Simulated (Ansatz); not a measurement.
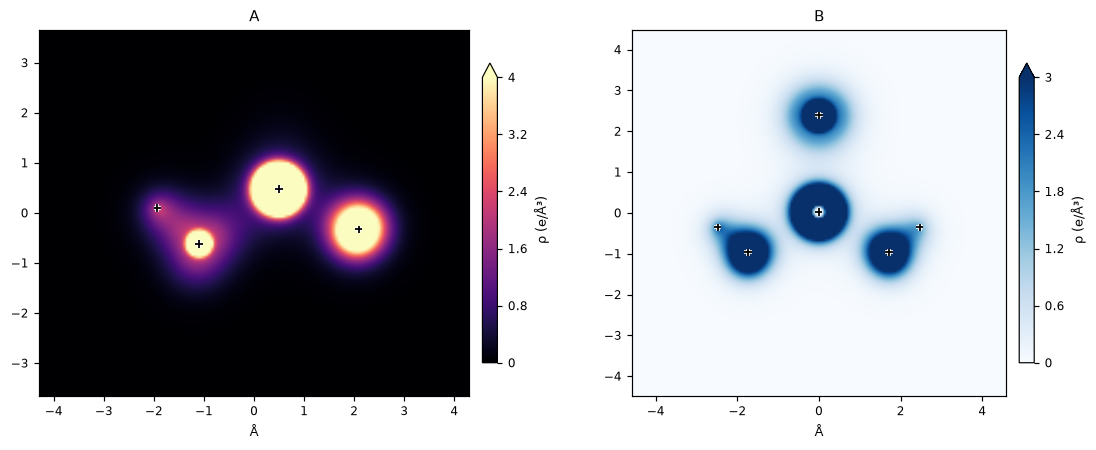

The electron density of 2 systems, each on a plane through atoms (crosses mark nuclei in the plane).

All numbers below come from Ansatz 0.2.0, RKS B3LYP-D4/def2-SVP.

System 1: CH₆GeO₂, the plane of atoms C3, Ge1 and O9. Not at a stationary point (largest force 1.5 eV/Å).

| atom | x (Å) | y (Å) | z (Å) |
| --- | --- | --- | --- |
| Ge | 0.0969 | -0.0321 | 0.2641 |
| H | 0.2605 | -0.2032 | 1.7795 |
| C | 2.0307 | 0.0284 | 0.2247 |
| H | 2.3675 | -0.9069 | 0.6980 |
| H | 2.5556 | 0.1580 | -0.7342 |
| H | 2.2976 | 0.8649 | 0.8889 |
| O | -0.6816 | 1.4680 | -0.2832 |
| H | -1.5576 | 1.2958 | -0.6544 |
| O | -0.7380 | -1.3682 | -0.5756 |
| H | -1.1288 | -2.0011 | 0.0408 |

System 2: ClH₂InO₂···H₂, the plane of atoms In1, O3 and H4. Core potentials replace the inner electrons of In.

```xyz
8

In   -0.0288   -0.4008   -0.0463
Cl    0.0519   -0.9327    2.2609
O     1.6610   -0.2693   -1.0920
H     2.4302   -0.4605   -0.5351
O    -1.7892   -0.1811   -0.9511
H    -2.5192   -0.3339   -0.3331
H     0.0675    2.3598    0.5990
H     0.0871    2.0217    1.2825
```

Q: Match each panel to its system.

A: Panel A is system 1, CH₆GeO₂: the plane holds Ge, C, H and O. Ge–O (1.79 Å): ρ at the midpoint is about 0.94 e/Å³. Panel B is system 2, ClH₂InO₂···H₂: the plane holds In, Cl, O and H. In–O (1.99 Å): the density is about 0.72 e/Å³ at the midpoint.
